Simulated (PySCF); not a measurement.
Run report: CH$_{3}$F$_{3}$OSi, geometry relaxation

- system: CH$_{3}$F$_{3}$OSi, SMILES O[Si](F)(F)CF
- method: PBE0-D3(BJ)/def2-SVP geometry optimisation, gas phase (PySCF 2.14.0)

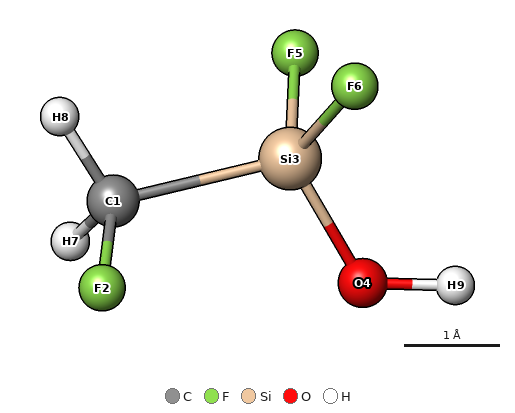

Figure 1. The structure as given in the input (ball-and-stick view, seen at a tilt; atoms are numbered from 1 in the order of the input).

Summary:

| quantity | value |
| --- | --- |
| outcome | converged |
| total energy | −703.380308 hartree |
| dipole moment | 1.13 D |
| point group | C1 |
| hardware | 1 CPU thread, shared host |
| wall time | 37 s |
| peak memory | 0.53 GiB |

Input:
```
{"job": {"xc": "PBE0", "basis": "def2-SVP", "d3": "d3bj", "grid": 2, "kind": "geom", "shake": 0.01}, "charge": 0, "multiplicity": 1}
C      1.221578    -0.340766     0.266734
F      1.907322    -0.158389    -0.907226
Si    -0.598412     0.314663     0.103618
O     -1.307040    -0.477431    -1.043340
F     -1.307511     0.136011     1.516946
F     -0.683970     1.899368    -0.108186
H      1.243340    -1.384470     0.497206
H      1.770695     0.228772     1.032133
H     -2.201755    -0.240905    -1.366433
```

The first line tells a small driver script what to run in PySCF; the rest is the geometry in Å.

Run as:
```bash
OMP_NUM_THREADS=1 python <driver script> task.json out
```

The program's output:
```
step   0  E = -703.37252640  max force = 0.052579
step   1  E = -703.37978487  max force = 0.008447
step   2  E = -703.38021479  max force = 0.002581
step   3  E = -703.38028081  max force = 0.000576
step   4  E = -703.38029133  max force = 0.000503
step   5  E = -703.38029979  max force = 0.000444
step   6  E = -703.38030391  max force = 0.000519
step   7  E = -703.38030808  max force = 0.000427
optimisation converged
```

Trajectory as extended XYZ (Å, eV, eV/Å), 8 frames, from step=0 to step=7:
```
9
Properties=species:S:1:pos:R:3:forces:R:3 step=0 energy=-19139.74133
C     1.2216   -0.3408    0.2667   -0.7883   1.7634  -0.5087
F     1.9073   -0.1584   -0.9072    0.0084   0.0534  -0.5162
Si   -0.5984    0.3147    0.1036    2.7037   0.6623   1.6330
O    -1.3070   -0.4774   -1.0433   -2.2385  -1.0250  -2.2903
F    -1.3075    0.1360    1.5170   -0.4015  -0.3235   0.8034
F    -0.6840    1.8994   -0.1082    0.1139   0.4259  -0.2884
H     1.2433   -1.3845    0.4972   -0.1226  -1.1727   0.5229
H     1.7707    0.2288    1.0321   -0.1696  -0.1148   0.3726
H    -2.2018   -0.2409   -1.3664    0.8944  -0.2690   0.2717
9
Properties=species:S:1:pos:R:3:forces:R:3 step=1 energy=-19139.93885
C     1.2420   -0.2232    0.2245    0.1441  -0.2829   0.0296
F     1.8967    0.0053   -0.9644   -0.0703   0.0185   0.0561
Si   -0.5561    0.2383    0.1007   -0.0896   0.3447   0.0478
O    -1.3088   -0.5756   -1.0838    0.4146  -0.3620  -0.0033
F    -1.2622   -0.0617    1.5233    0.1359   0.1243  -0.0780
F    -0.6950    1.8238   -0.1739   -0.0784  -0.0761   0.1526
H     1.3312   -1.2929    0.4951    0.0262   0.0500  -0.0225
H     1.7317    0.3490    1.0334   -0.0480   0.0172  -0.0177
H    -2.1535   -0.2869   -1.4150   -0.4344   0.1663  -0.1646
9
Properties=species:S:1:pos:R:3:forces:R:3 step=2 energy=-19139.95054
C     1.2426   -0.2334    0.2223   -0.0158  -0.1041   0.0029
F     1.8937    0.0021   -0.9654    0.0093   0.0082  -0.0100
Si   -0.5562    0.2487    0.0972    0.0219   0.1327   0.0278
O    -1.3048   -0.5795   -1.0855   -0.0322  -0.0772  -0.0939
F    -1.2424   -0.0414    1.5282    0.0313   0.0534   0.0002
F    -0.7087    1.8345   -0.1566   -0.0404  -0.0528   0.0531
H     1.3325   -1.3024    0.4895   -0.0061   0.0170  -0.0158
H     1.7284    0.3399    1.0318   -0.0083   0.0141   0.0066
H    -2.1593   -0.2924   -1.4215    0.0404   0.0088   0.0291
9
Properties=species:S:1:pos:R:3:forces:R:3 step=3 energy=-19139.95234
C     1.2407   -0.2407    0.2174   -0.0211   0.0076  -0.0040
F     1.8923   -0.0025   -0.9696    0.0168  -0.0033  -0.0078
Si   -0.5547    0.2557    0.0974    0.0296   0.0157   0.0133
O    -1.3015   -0.5798   -1.0845   -0.0221  -0.0087  -0.0271
F    -1.2296   -0.0259    1.5345   -0.0073   0.0068   0.0192
F    -0.7177    1.8403   -0.1462   -0.0148  -0.0098  -0.0054
H     1.3251   -1.3102    0.4806   -0.0110  -0.0053  -0.0080
H     1.7273    0.3301    1.0287    0.0081  -0.0077   0.0028
H    -2.1561   -0.2909   -1.4184    0.0218   0.0047   0.0169
9
Properties=species:S:1:pos:R:3:forces:R:3 step=4 energy=-19139.95263
C     1.2402   -0.2443    0.2142   -0.0021   0.0258  -0.0060
F     1.8934   -0.0066   -0.9724    0.0026  -0.0040   0.0020
Si   -0.5534    0.2591    0.0989    0.0126  -0.0077   0.0064
O    -1.3023   -0.5772   -1.0821   -0.0084   0.0004  -0.0028
F    -1.2247   -0.0189    1.5386   -0.0036  -0.0036   0.0094
F    -0.7201    1.8429   -0.1444   -0.0026   0.0061  -0.0138
H     1.3180   -1.3151    0.4736   -0.0097  -0.0096  -0.0037
H     1.7311    0.3211    1.0268    0.0055  -0.0129   0.0009
H    -2.1565   -0.2850   -1.4132    0.0055   0.0053   0.0076
9
Properties=species:S:1:pos:R:3:forces:R:3 step=5 energy=-19139.95286
C     1.2396   -0.2509    0.2085    0.0169   0.0228  -0.0049
F     1.8940   -0.0142   -0.9778   -0.0101  -0.0023   0.0091
Si   -0.5504    0.2651    0.1016   -0.0107  -0.0174  -0.0003
O    -1.3064   -0.5705   -1.0763    0.0057   0.0063   0.0204
F    -1.2159   -0.0082    1.5453    0.0031  -0.0073  -0.0061
F    -0.7185    1.8482   -0.1438    0.0103   0.0139  -0.0129
H     1.3039   -1.3246    0.4602   -0.0032  -0.0085  -0.0008
H     1.7395    0.3023    1.0240    0.0002  -0.0122   0.0000
H    -2.1601   -0.2712   -1.4018   -0.0122   0.0046  -0.0045
9
Properties=species:S:1:pos:R:3:forces:R:3 step=6 energy=-19139.95297
C     1.2391   -0.2589    0.2029    0.0164   0.0063  -0.0015
F     1.8936   -0.0220   -0.9830   -0.0113   0.0007   0.0070
Si   -0.5471    0.2712    0.1040   -0.0187  -0.0146  -0.0048
O    -1.3136   -0.5618   -1.0694    0.0088   0.0096   0.0267
F    -1.2070    0.0023    1.5513    0.0051  -0.0038  -0.0124
F    -0.7105    1.8545   -0.1442    0.0160   0.0104  -0.0057
H     1.2900   -1.3354    0.4464    0.0028  -0.0039  -0.0009
H     1.7479    0.2810    1.0216   -0.0038  -0.0063   0.0007
H    -2.1666   -0.2549   -1.3896   -0.0153   0.0018  -0.0091
9
Properties=species:S:1:pos:R:3:forces:R:3 step=7 energy=-19139.95308
C     1.2378   -0.2722    0.1953    0.0049  -0.0169   0.0040
F     1.8921   -0.0331   -0.9898   -0.0055   0.0040  -0.0003
Si   -0.5423    0.2795    0.1072   -0.0181  -0.0066  -0.0090
O    -1.3264   -0.5472   -1.0593    0.0058   0.0121   0.0220
F    -1.1954    0.0178    1.5589    0.0031   0.0032  -0.0115
F    -0.6915    1.8639   -0.1446    0.0168   0.0016   0.0042
H     1.2717   -1.3525    0.4268    0.0087   0.0025  -0.0021
H     1.7578    0.2492    1.0187   -0.0062   0.0025   0.0018
H    -2.1778   -0.2292   -1.3732   -0.0095  -0.0025  -0.0091
```

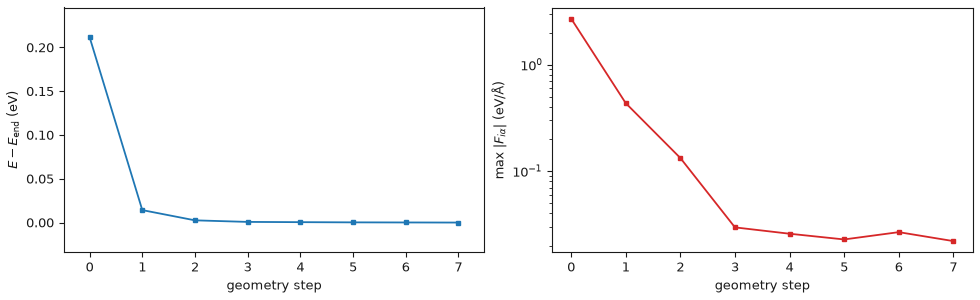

Figure 2. Progress of the relaxation, step by step (steps are counted from 0).

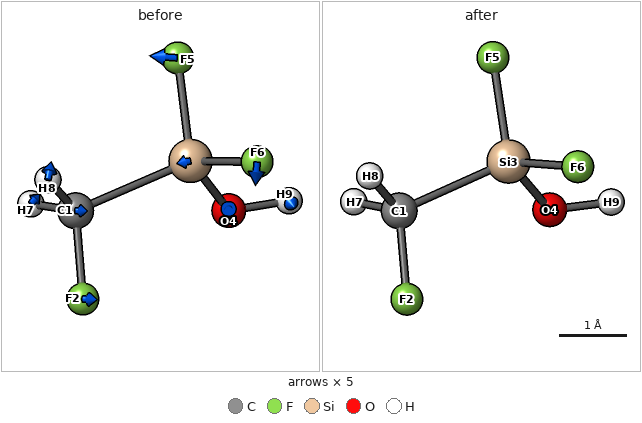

Figure 3. Before (left) and after (right) the relaxation, at one scale (ball-and-stick view, seen at a tilt). The blue arrows give the displacements, magnified 5 times. The energy falls by 0.212 eV in 7 geometry steps. Largest force component: 2.7 eV/Å at the start, 0.022 eV/Å at the end. The largest move after the best rigid fit is that of F5, 0.089 Å. Largest moves by element: F 0.089 Å, O 0.064 Å, H 0.062 Å, Si 0.047 Å, C 0.043 Å. Among the contacts that change: C1–Si3 1.941 → 1.866 Å, Si3–O4 1.564 → 1.631 Å, C1–H7 1.069 → 1.105 Å, Si3–F5 1.591 → 1.613 Å. Among the angles that change: F2–C1–H8 106.1° → 109.7°, F5–Si3–F6 101.8° → 105.2°, H7–C1–H8 110.2° → 106.9°. (Atoms are counted from 1 in the order of the input.)
